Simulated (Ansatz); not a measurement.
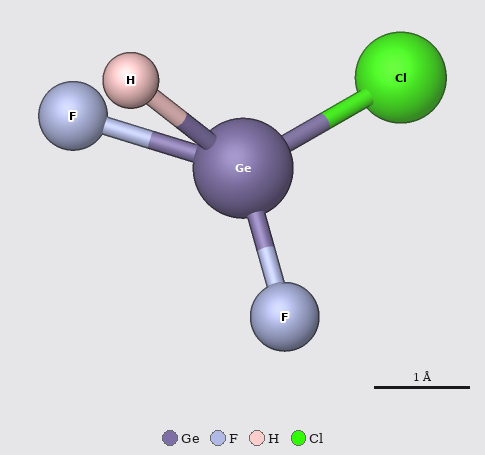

Fig. 1: The input geometry (ball-and-stick view, seen at a tilt). Sticks mark near contacts.

## Run report: GeHClF2, geometry relaxation

The run: geometry relaxation of GeHClF2. Method and program: RKS PBE0/def2-SVP (Ansatz 0.2.0).

The input holds or restrains some coordinates. It belongs to a series of runs on one base structure; here: pulled along the bonds that form and break, towards end A.

**The input**
```yaml
crystal:
  periodic: [false, false, false]
  atoms:
    - { symbol: Ge, position_ang: [0.0, 0.0, 0.0] }
    - { symbol: F, position_ang: [1.0779, 0.0, 1.5402] }
    - { symbol: H, position_ang: [1.6981, 0.0, 0.4233] }
    - { symbol: Cl, position_ang: [-1.0456, 1.8115, -0.7393] }
    - { symbol: F, position_ang: [-0.7913, -1.3709, -0.5594] }
basis:
  gaussian: { orbitals: def2-SVP }
hamiltonian:
  xc: pbe0
relax:
  f_tol: 0.15
  max_steps: 25
  restrain:
    - { distance: [1, 2], at: 2.12, k: 30.0 }
    - { distance: [0, 1], at: 1.68, k: 30.0 }
    - { distance: [0, 2], at: 1.55, k: 30.0 }
output:
  orbitals: {}
```

Machine: 2 threads of Arm Neoverse V1, 24 GiB of memory available, shared host.

Run as:
```bash
ansatz run input.yaml --threads 2 --pin off --max-ram 3072MiB --backend cpu --events-out ev --progress --plain --runs-dir out
```

**The program's output**
```
The last accepted step is kept in [file] (removed where the run ends without a failure and the disk answers)
Engine: ansatz 0.2.0, aarch64-unknown-linux-gnu
Functional definition: PBE0
  parameter a = 0.25
  parameter kappa = 0.804
  parameter beta = 0.06672455060314922
  exchange = (1 - a)*pbe_x(kappa = kappa, mu = beta*pi^2/3) + a*exact_x
  correlation = pbe_c(beta = beta)
843 factors; integrals over basis functions are off by at most 3.4e-4 eV
mean field evaluation 1: about -74455.5058 eV, gradient 4.3e1 eV
mean field evaluation 2: about -74448.2177 eV, gradient 8.2e1 eV
mean field evaluation 4: about -74458.5788 eV, gradient 3.1e0 eV
mean field evaluation 8: about -74458.6116 eV, gradient 4.9e-2 eV
mean field evaluation 16: about -74458.6116 eV, gradient 2.6e-5 eV
mean field -74458.61160874 eV, -2736.3035067617 hartree, gradient 2.6e-5 eV, S^2 0.000000; 0 other end points of the search recorded, 0 dependent functions left out
the calculation of the forces begins
reference -74458.61163002 eV, -2736.3035075436 hartree; 34, 34 occupied and 49, 49 virtual orbitals, 843 factors
relax step   1: F+E_penalty+E_count = -74458.61160874 eV  Δ(F+E_penalty+E_count) = +0.000e0 eV  max|allowed force component| = 3.012e0 eV/Å  E_restraint = 11.84591625 eV  max|allowed force component, restraints' pulls added| = 2.449e1 eV/Å  Δτ_max = 0.0000 Å  (28 SCF iters, accepted)
  distance F 1 - H 2 = 1.2775 Å
  distance Ge 0 - F 1 = 1.8799 Å
  distance Ge 0 - H 2 = 1.7501 Å
these checks for a lower state are left out or cut short: starts, cluster_reference, orbital_swaps, neighbouring_geometries, increment
843 factors; integrals over basis functions are off by at most 5.2e-4 eV
mean field -74459.86209965 eV, -2736.3494614550 hartree, gradient 2.4e-5 eV, S^2 0.000000; 0 other end points of the search recorded, 0 dependent functions left out
the calculation of the forces begins
reference -74459.86212013 eV, -2736.3494622075 hartree; 34, 34 occupied and 49, 49 virtual orbitals, 843 factors
relax step   2: F+E_penalty+E_count = -74459.86209965 eV  Δ(F+E_penalty+E_count) = -1.250e0 eV  max|allowed force component| = 2.316e0 eV/Å  E_restraint = 4.08258849 eV  max|allowed force component, restraints' pulls added| = 1.527e1 eV/Å  Δτ_max = 0.1988 Å  (35 SCF iters, accepted)
  distance F 1 - H 2 = 1.6395 Å
  distance Ge 0 - F 1 = 1.8691 Å
  distance Ge 0 - H 2 = 1.6246 Å
these checks for a lower state are left out or cut short: starts, cluster_reference, orbital_swaps, neighbouring_geometries, increment
843 factors; integrals over basis functions are off by at most 5.6e-4 eV
mean field evaluation 32: about -74460.9059 eV, gradient 1.3e-5 eV
mean field -74460.90587948 eV, -2736.3878196560 hartree, gradient 1.3e-5 eV, S^2 0.000000; 0 other end points of the search recorded, 0 dependent functions left out
the calculation of the forces begins
reference -74460.90589960 eV, -2736.3878203955 hartree; 34, 34 occupied and 49, 49 virtual orbitals, 843 factors
relax step   3: F+E_penalty+E_count = -74460.90587948 eV  Δ(F+E_penalty+E_count) = -1.044e0 eV  max|allowed force component| = 2.098e0 eV/Å  E_restraint = 0.57434383 eV  max|allowed force component, restraints' pulls added| = 5.824e0 eV/Å  Δτ_max = 0.1912 Å  (35 SCF iters, accepted)
  distance F 1 - H 2 = 1.9672 Å
  distance Ge 0 - F 1 = 1.7996 Å
  distance Ge 0 - H 2 = 1.5756 Å
these checks for a lower state are left out or cut short: starts, cluster_reference, orbital_swaps, neighbouring_geometries, increment
843 factors; integrals over basis functions are off by at most 6.3e-4 eV
mean field -74461.69522066 eV, -2736.4168274094 hartree, gradient 9.8e-6 eV, S^2 0.000000; 0 other end points of the search recorded, 0 dependent functions left out
the calculation of the forces begins
reference -74461.69524084 eV, -2736.4168281510 hartree; 34, 34 occupied and 49, 49 virtual orbitals, 843 factors
relax step   4: F+E_penalty+E_count = -74461.69522066 eV  Δ(F+E_penalty+E_count) = -7.893e-1 eV  max|allowed force component| = 1.321e0 eV/Å  E_restraint = 0.06173261 eV  max|allowed force component, restraints' pulls added| = 1.284e0 eV/Å  Δτ_max = 0.1908 Å  (31 SCF iters, accepted)
  distance F 1 - H 2 = 2.1735 Å
  distance Ge 0 - F 1 = 1.7139 Å
  distance Ge 0 - H 2 = 1.5401 Å
these checks for a lower state are left out or cut short: starts, cluster_reference, orbital_swaps, neighbouring_geometries, increment
843 factors; integrals over basis functions are off by at most 6.5e-4 eV
mean field -74461.76398002 eV, -2736.4193542692 hartree, gradient 1.3e-5 eV, S^2 0.000000; 0 other end points of the search recorded, 0 dependent functions left out
the calculation of the forces begins
reference -74461.76400027 eV, -2736.4193550137 hartree; 34, 34 occupied and 49, 49 virtual orbitals, 843 factors
relax step   5: F+E_penalty+E_count = -74461.76398002 eV  Δ(F+E_penalty+E_count) = -6.876e-2 eV  max|allowed force component| = 1.688e0 eV/Å  E_restraint = 0.07057107 eV  max|allowed force component, restraints' pulls added| = 2.555e-1 eV/Å  Δτ_max = 0.0680 Å  (29 SCF iters, accepted)
  distance F 1 - H 2 = 2.1801 Å
  distance Ge 0 - F 1 = 1.6947 Å
  distance Ge 0 - H 2 = 1.5205 Å
these checks for a lower state are left out or cut short: starts, cluster_reference, orbital_swaps, neighbouring_geometries, increment
843 factors; integrals over basis functions are off by at most 6.6e-4 eV
mean field -74461.76219950 eV, -2736.4192888366 hartree, gradient 1.2e-5 eV, S^2 0.000000; 0 other end points of the search recorded, 0 dependent functions left out
the calculation of the forces begins
reference -74461.76221976 eV, -2736.4192895809 hartree; 34, 34 occupied and 49, 49 virtual orbitals, 843 factors
relax step   6: F+E_penalty+E_count = -74461.76219950 eV  Δ(F+E_penalty+E_count) = +1.781e-3 eV  max|allowed force component| = 1.797e0 eV/Å  E_restraint = 0.06693009 eV  max|allowed force component, restraints' pulls added| = 3.089e-2 eV/Å  Δτ_max = 0.0121 Å  (30 SCF iters, accepted)
  distance F 1 - H 2 = 2.1782 Å
  distance Ge 0 - F 1 = 1.6916 Å
  distance Ge 0 - H 2 = 1.5194 Å
843 factors; integrals over basis functions are off by at most 6.6e-4 eV
mean field evaluation 64: about -74461.7622 eV, gradient 5.4e-2 eV
```

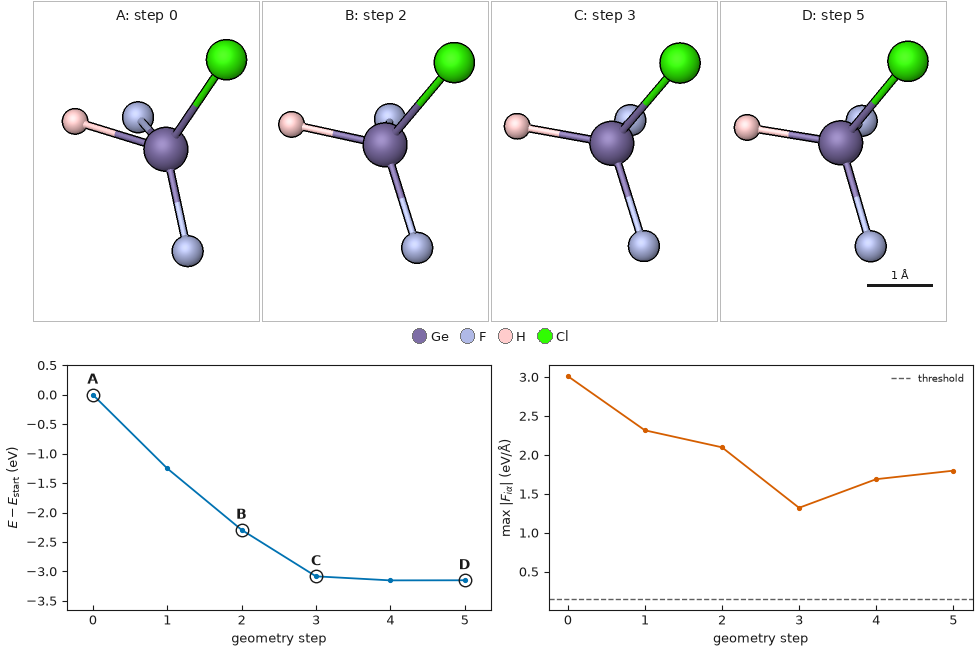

Fig. 2: Frames of the restrained relaxation (ball-and-stick view, seen at a tilt) above the curves, on which the letters mark them (the first geometry is step 0 here and step 1 in the log).

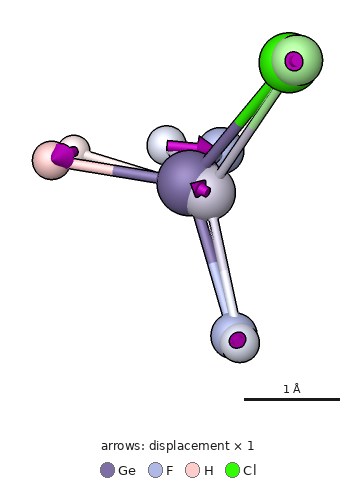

Fig. 3: Start (faint) and end (solid) with the displacements as pink arrows, at true length (ball-and-stick view, seen at a tilt). The two geometries are laid on each other by the best rigid fit. After 5 geometry steps the energy has fallen by 3.151 eV. The largest force component goes from 3 to 1.8 eV/Å. The largest move after the best rigid fit is that of F2, 0.57 Å. Largest moves by element: F 0.57 Å, H 0.53 Å, Ge 0.24 Å, Cl 0.24 Å. Among the contacts that change: Ge1–H3 1.750 → 1.519 Å, Ge1–F2 1.880 → 1.692 Å, Ge1–Cl4 2.218 → 2.114 Å, Ge1–F5 1.679 → 1.717 Å. Among the angles that change: F2–Ge1–H3 41.0° → 85.3°, F2–Ge1–F5 122.9° → 110.2°, F2–Ge1–Cl4 122.9° → 112.8°. (Atoms are counted from 1 in the order of the input.)

```
mean field -74461.76219950 eV, -2736.4192888365 hartree, gradient 1.2e-5 eV, S^2 0.000000; 1 other end points of the search recorded, 0 dependent functions left out
the calculation of the forces begins
reference -74461.76221976 eV, -2736.4192895809 hartree; 34, 34 occupied and 49, 49 virtual orbitals, 843 factors
Total energy: -74461.76221976 eV, -2736.4192895809 hartree
Atom 0 at     0.229535     0.046132     0.042553 Å, force     0.817447    -0.007775    -0.454676 eV/Å
Atom 1 at     0.540688     0.030360     1.705195 Å, force    -0.893085     0.002437     1.797400 eV/Å
Atom 2 at     1.739866    -0.012076    -0.112745 Å, force     0.077737     0.000152    -1.354762 eV/Å
Atom 3 at    -0.904304     1.723736    -0.563937 Å, force    -0.006215     0.012370    -0.011064 eV/Å
Atom 4 at    -0.666685    -1.347551    -0.406266 Å, force     0.004116    -0.007185     0.023101 eV/Å
Dipole moment:     0.219404     0.136600    -0.259130 e Å
```

**Trajectory as extended XYZ (Å, eV, eV/Å), 6 frames, from step=1 to step=6**
```
5
Properties=species:S:1:pos:R:3:forces:R:3 step=1 energy=-74458.61161
Ge    0.0000    0.0000    0.0000    2.6689   2.2188  -2.7334
F     1.0779    0.0000    1.5402    0.0735  -0.1175   3.0116
H     1.6981    0.0000    0.4233   -0.7509   0.0024  -0.9391
Cl   -1.0456    1.8115   -0.7393   -0.3374  -0.4505   0.6234
F    -0.7913   -1.3709   -0.5594   -1.6542  -1.6531   0.0375
5
Properties=species:S:1:pos:R:3:forces:R:3 step=2 energy=-74459.86210
Ge    0.1231    0.0065   -0.0076    2.2983   1.2827   0.1867
F     0.9334   -0.0015    1.6767   -2.3120  -0.0580   0.7851
H     1.7282    0.0002    0.2427   -0.6382  -0.0333  -2.3159
Cl   -1.0456    1.7888   -0.7157    0.6951  -1.3051   0.8205
F    -0.8000   -1.3534   -0.5312   -0.0430   0.1137   0.5237
5
Properties=species:S:1:pos:R:3:forces:R:3 step=3 energy=-74460.90588
Ge    0.1906    0.0197    0.0573    1.0062   0.5936   0.3688
F     0.7800   -0.0023    1.7576   -2.0975  -0.0225  -0.0850
H     1.7660    0.0006    0.0553   -0.6081  -0.0342  -1.8596
Cl   -1.0181    1.7515   -0.6936    0.9720  -1.2852   0.8403
F    -0.7794   -1.3288   -0.5118    0.7274   0.7483   0.7355
5
Properties=species:S:1:pos:R:3:forces:R:3 step=4 energy=-74461.69522
Ge    0.2342    0.0341    0.0632    0.5823   0.1497  -0.3795
F     0.5920    0.0252    1.7394   -1.1186  -0.0344   1.0627
H     1.7663   -0.0028   -0.0894   -0.2914  -0.0453  -1.3206
Cl   -0.9380    1.7101   -0.6020    0.3879  -0.3953   0.2879
F    -0.7155   -1.3259   -0.4464    0.4398   0.3253   0.3495
5
Properties=species:S:1:pos:R:3:forces:R:3 step=5 energy=-74461.76398
Ge    0.2240    0.0427    0.0460    0.8484  -0.0455  -0.4332
F     0.5441    0.0375    1.7102   -0.9274  -0.0154   1.6880
H     1.7349   -0.0113   -0.1153    0.0547  -0.0132  -1.3403
Cl   -0.8993    1.7284   -0.5624   -0.0169  -0.0271   0.0008
F    -0.6645   -1.3568   -0.4137    0.0412   0.1013   0.0847
5
Properties=species:S:1:pos:R:3:forces:R:3 step=6 energy=-74461.76220
Ge    0.2295    0.0461    0.0426    0.8174  -0.0078  -0.4547
F     0.5407    0.0304    1.7052   -0.8931   0.0024   1.7974
H     1.7399   -0.0121   -0.1127    0.0777   0.0002  -1.3548
Cl   -0.9043    1.7237   -0.5639   -0.0062   0.0124  -0.0111
F    -0.6667   -1.3476   -0.4063    0.0041  -0.0072   0.0231
```

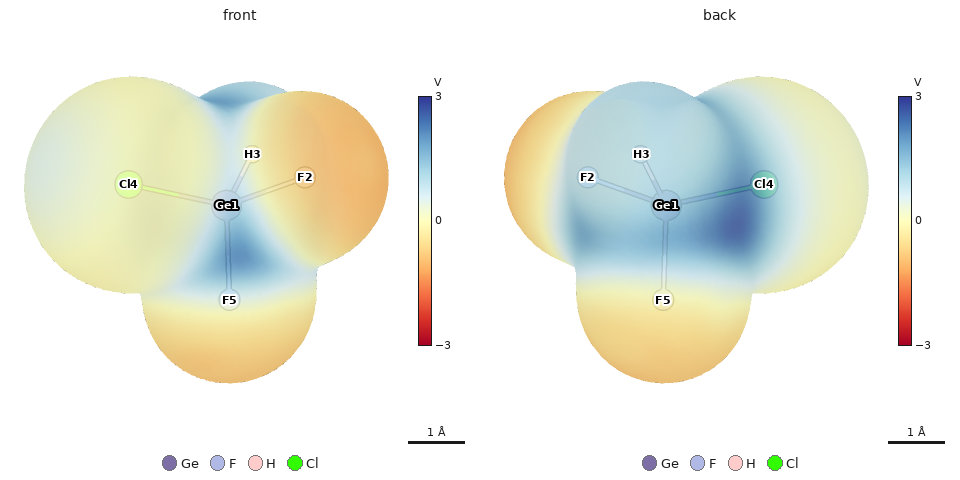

Fig. 4: The molecular electrostatic potential painted on the density surface at 0.002 e/bohr³, seen at a tilt and from behind; red is negative and blue positive.

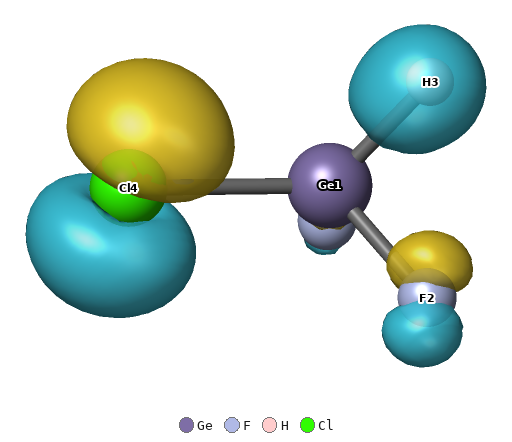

Fig. 5: The HOMO at ±0.2 Å⁻³ᐟ² (yellow and cyan are the two phases), seen from the side. Its energy is −9.91 eV.

**Summary**

| quantity | value |
| --- | --- |
| outcome | converged under the restraints of the input |
| total energy | −74461.7622 eV |
| mean-field energy | −74461.7622 eV |
| largest force (length of the vector) at the end, held atoms and coordinates included | 2.007 eV/Å |
| wall time | 16 s (CPU time 29 s) |
| peak memory | 0.14 GiB |
